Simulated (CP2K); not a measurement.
**CH7GaSi (SMILES [CH3][GaH][SiH3]) at PBE/TZV2P-MOLOPT-PBE-GTH (core potential)**

What is the energy change on altering one bond length of CH7GaSi at PBE/TZV2P-MOLOPT-PBE-GTH (core potential)? 

Program for the calculation: CP2K 2026.2.

## Step 1: Starting point

CH7GaSi has 10 atoms, charge 0, and is taken as a singlet. SMILES: `[CH3][GaH][SiH3]`. The shape is that of a PBE0-D4/def2-TZVP optimisation.

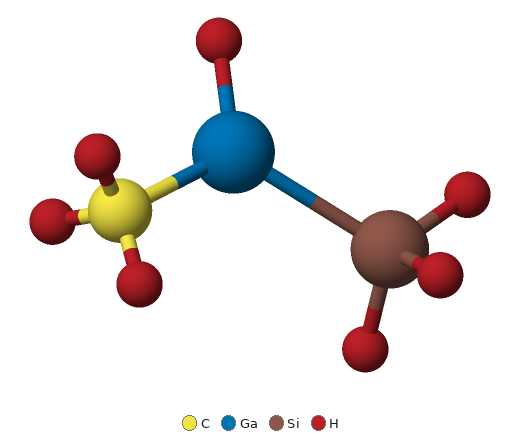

The structure, seen from a chosen angle (carbon yellow, gallium blue, silicon brown, hydrogen red).

## Step 2: A single-point energy at PBE/TZV2P-MOLOPT-PBE-GTH (core potential)

The input, molecule.inp:

```
&GLOBAL
    PROJECT molecule
    RUN_TYPE ENERGY
    PRINT_LEVEL MEDIUM
&END

&FORCE_EVAL
    METHOD QUICKSTEP
    &DFT
        BASIS_SET_FILE_NAME BASIS_MOLOPT_UZH
        POTENTIAL_FILE_NAME POTENTIAL_UZH
        CHARGE 0
        MULTIPLICITY 1
        &QS
            METHOD GPW
            EPS_DEFAULT 1.0E-10
        &END
        &MGRID
            CUTOFF 400
            REL_CUTOFF 50
            NGRIDS 4
        &END
        &POISSON
            PERIODIC NONE
            POISSON_SOLVER MULTIPOLE
        &END
        &SCF
            SCF_GUESS ATOMIC
            EPS_SCF 1.0E-06
            MAX_SCF 40
            &OT ON
                MINIMIZER DIIS
                PRECONDITIONER FULL_SINGLE_INVERSE
            &END
            &OUTER_SCF
                EPS_SCF 1.0E-06
                MAX_SCF 8
            &END
        &END
        &XC
            &XC_FUNCTIONAL PBE
            &END
        &END
        &PRINT
            &MOMENTS
                PERIODIC F
                REFERENCE COM
                MAX_MOMENT 1
            &END
            &MO_CUBES
                NLUMO 3
                NHOMO -1
                WRITE_CUBE F
            &END
            &HIRSHFELD OFF
            &END
        &END
    &END
    &SUBSYS
        &CELL
            ABC [angstrom] 11 11.7 10.2
            PERIODIC NONE
        &END
        &COORD
            C     -1.123300     1.394100    -0.619200
            Ga     0.561500     0.659300     0.093300
            Si     0.786700    -1.705300     0.550700
            H     -1.924300     0.656600    -0.670400
            H     -0.947000     1.785400    -1.626000
            H     -1.454200     2.236500    -0.005700
            H      1.759600     1.654600     0.346000
            H      0.531000    -2.496200    -0.688800
            H      2.125000    -2.100900     1.069700
            H     -0.231700    -2.135100     1.553300
        &END
        &TOPOLOGY
            &CENTER_COORDINATES
            &END
        &END
        &KIND C
            BASIS_SET TZV2P-MOLOPT-PBE-GTH-q4
            POTENTIAL GTH-PBE-q4
        &END
        &KIND Ga
            BASIS_SET TZV2P-MOLOPT-PBE-GTH-q13
            POTENTIAL GTH-PBE-q13
        &END
        &KIND Si
            BASIS_SET TZV2P-MOLOPT-PBE-GTH-q4
            POTENTIAL GTH-PBE-q4
        &END
        &KIND H
            BASIS_SET TZV2P-MOLOPT-PBE-GTH-q1
            POTENTIAL GTH-PBE-q1
        &END
    &END
&END
```

Command:

```sh
$ OMP_NUM_THREADS=1 cp2k.psmp -i molecule.inp > molecule.out 2>&1
```

Standard output:

```text
CP2K| version string:                                       CP2K version 2026.2
[...]
 GLOBAL| Method name                                                        CP2K
[...]
 GLOBAL| Run type                                                         ENERGY
[...]
 DFT| Spin restricted Kohn-Sham (RKS) calculation                            RKS
 DFT| Multiplicity                                                             1
[...]
 DFT| Charge                                                                   0
[...]
 FUNCTIONAL| PBE:
 QS| Method:                                                                 GPW
[...]
 QS| Density cutoff [a.u.]:                                                200.0
[...]
 QS| Relative density cutoff [a.u.]:                                        25.0
[...]
                             - Atoms:                                         10
[...]
                             - Spherical basis functions:                    197
[...]
 Number of electrons:                                                         28
[...]
     1 OT DIIS     0.80E-01    1.5     0.14822138       -84.4426221285 -8.44E+01
[...]
     4 OT DIIS     0.80E-01    1.6     0.00000083       -88.2981005875 -2.06E-09
  *** SCF run converged in     4 steps ***
[...]
  Overlap energy of the core charge distribution:               0.00000100732783
  Self energy of the core charge distribution:               -130.72811701665833
  Core Hamiltonian energy:                                     38.94905548556052
  Hartree energy:                                              19.02993149417945
  Exchange-correlation energy:                                -15.54897155786176
  Total energy:                                               -88.29810058745230
[...]
                     Mulliken Population Analysis
 #  Atom  Element  Kind  Atomic population                           Net charge
       1     C        1          3.975653                              0.024347
       2     Ga       2         12.979443                              0.020557
       3     Si       3          3.690082                              0.309918
       4     H        4          0.998825                              0.001175
       5     H        4          1.011310                             -0.011310
       6     H        4          1.008167                             -0.008167
       7     H        4          1.076767                             -0.076767
       8     H        4          1.086840                             -0.086840
       9     H        4          1.086261                             -0.086261
      10     H        4          1.086652                             -0.086652
 # Total charge                             28.000000                  0.000000
[...]
  Dipole moment [Debye]
    X= -0.6716825E+00 Y=  0.6229981E+00 Z= -0.3455415E+00  Total=      0.9791236
[...]
 HOMO - LUMO gap [eV] :    3.696281
 ENERGY| Total FORCE_EVAL ( QS ) energy [hartree]            -88.298100587452296
[...]
```

Wall time 74 s (1 thread of Arm Neoverse V2, shared host); peak memory 0.96 GiB.

## Step 3: The distorted shape, same level

The input, molecule.inp:

```
&GLOBAL
    PROJECT_NAME molecule
    RUN_TYPE ENERGY
    PRINT_LEVEL MEDIUM
&END GLOBAL

&FORCE_EVAL
    METHOD Quickstep
    &DFT
        BASIS_SET_FILE_NAME BASIS_MOLOPT_UZH
        POTENTIAL_FILE_NAME POTENTIAL_UZH
        ! Quickstep
        &QS
            METHOD GPW
            EPS_DEFAULT 1.0E-10
        &END QS
        ! plane-wave cutoff in Ry
        &MGRID
            CUTOFF 400
            REL_CUTOFF 50
            NGRIDS 4
        &END MGRID
        &POISSON
            PERIODIC NONE
            POISSON_SOLVER MULTIPOLE
        &END POISSON
        ! self-consistent field
        &SCF
            SCF_GUESS ATOMIC
            EPS_SCF 1.0E-06
            MAX_SCF 150
            ADDED_MOS 5
            &DIAGONALIZATION
                ALGORITHM STANDARD
            &END DIAGONALIZATION
            &MIXING
                METHOD BROYDEN_MIXING
                ALPHA 0.3
                NBUFFER 8
            &END MIXING
        &END SCF
        &XC
            &XC_FUNCTIONAL PBE
            &END XC_FUNCTIONAL
        &END XC
        &PRINT
            &MOMENTS
                PERIODIC F
                REFERENCE COM
                MAX_MOMENT 1
            &END MOMENTS
            &MO ON
                ENERGIES T
                OCCUPATION_NUMBERS T
                NDIGITS 6
                &EACH
                    QS_SCF 0
                &END EACH
                ADD_LAST NUMERIC
            &END MO
            &HIRSHFELD OFF
            &END HIRSHFELD
        &END PRINT
    &END DFT
    &SUBSYS
        &CELL
            ABC 11 12 10.2
            PERIODIC NONE
        &END CELL
        &COORD
            C      4.276350     7.397596     4.517150
            Ga     5.961150     6.662796     5.229650
            Si     6.186350     4.298196     5.687050
            H      3.475350     6.660096     4.465950
            H      4.452650     7.788896     3.510350
            H      3.846184     8.492704     5.314692
            H      7.159250     7.658096     5.482350
            H      5.930650     3.507296     4.447550
            H      7.524650     3.902596     6.206050
            H      5.167950     3.868396     6.689650
        &END COORD
        &KIND C
            BASIS_SET TZV2P-MOLOPT-PBE-GTH-q4
            POTENTIAL GTH-PBE-q4
        &END KIND
        &KIND Ga
            BASIS_SET TZV2P-MOLOPT-PBE-GTH-q13
            POTENTIAL GTH-PBE-q13
        &END KIND
        &KIND Si
            BASIS_SET TZV2P-MOLOPT-PBE-GTH-q4
            POTENTIAL GTH-PBE-q4
        &END KIND
        &KIND H
            BASIS_SET TZV2P-MOLOPT-PBE-GTH-q1
            POTENTIAL GTH-PBE-q1
        &END KIND
    &END SUBSYS
&END FORCE_EVAL
```

Command:

```sh
$ OMP_NUM_THREADS=1 cp2k.psmp molecule.inp > molecule.out
```

Standard output (excerpt; [...] marks lines left out):

```text
CP2K| version string:                                       CP2K version 2026.2
[...]
 GLOBAL| Method name                                                        CP2K
[...]
 GLOBAL| Run type                                                         ENERGY
[...]
 DFT| Spin restricted Kohn-Sham (RKS) calculation                            RKS
 DFT| Multiplicity                                                             1
[...]
 DFT| Charge                                                                   0
[...]
 FUNCTIONAL| PBE:
 QS| Method:                                                                 GPW
[...]
 QS| Density cutoff [a.u.]:                                                200.0
[...]
 QS| Relative density cutoff [a.u.]:                                        25.0
[...]
                             - Atoms:                                         10
[...]
                             - Spherical basis functions:                    197
[...]
 Number of electrons:                                                         28
[...]
     1 NoMix/Diag. 0.30E+00    1.5     1.06405277       -87.6596830151 -8.77E+01
[...]
    24 Broy./Diag. 0.30E+00    1.9     0.00000065       -88.2637484128  5.10E-08
  *** SCF run converged in    24 steps ***
[...]
  Overlap energy of the core charge distribution:               0.00000071388831
  Self energy of the core charge distribution:               -130.72811701665833
  Core Hamiltonian energy:                                     38.71756332996703
  Hartree energy:                                              19.20753137417470
  Exchange-correlation energy:                                -15.46072681415732
  Total energy:                                               -88.26374841278563
[...]
                     Mulliken Population Analysis
 #  Atom  Element  Kind  Atomic population                           Net charge
       1     C        1          4.021531                             -0.021531
       2     Ga       2         12.981909                              0.018091
       3     Si       3          3.691968                              0.308032
       4     H        4          0.990276                              0.009724
[...]
  Dipole moment [Debye]
    X= -0.5595682E+00 Y=  0.4068621E+00 Z= -0.4443829E+00  Total=      0.8222709
 ENERGY| Total FORCE_EVAL ( QS ) energy [hartree]            -88.263748412785631
[...]
```

Run time: 46 s. Hardware: 1 thread of Arm Neoverse V2, shared host; peak memory 1.8 GiB.

## Step 4: Results

At PBE/TZV2P-MOLOPT-PBE-GTH (core potential):

```
                                                         quantity         value
                                        first shape: total energy  -88.29810 Eh
                                       first shape: dipole moment        0.98 D
                                         first shape: HOMO energy      -6.25 eV
                                         first shape: LUMO energy      -2.55 eV
                                       first shape: HOMO–LUMO gap       3.70 eV
                                    distorted shape: total energy  -88.26375 Eh
                                   distorted shape: dipole moment        0.82 D
                                     distorted shape: HOMO energy      -6.27 eV
                                     distorted shape: LUMO energy      -2.59 eV
                                   distorted shape: HOMO–LUMO gap       3.68 eV
energy change with the C1–H6 bond stretched from 1.093 to 1.421 Å      0.935 eV
```

What this shows: With the C1–H6 bond stretched from 1.093 to 1.421 Å the energy rises by 0.93 eV (21.6 kcal/mol). The first shape isn't relaxed at this level, so the change isn't measured from a minimum.
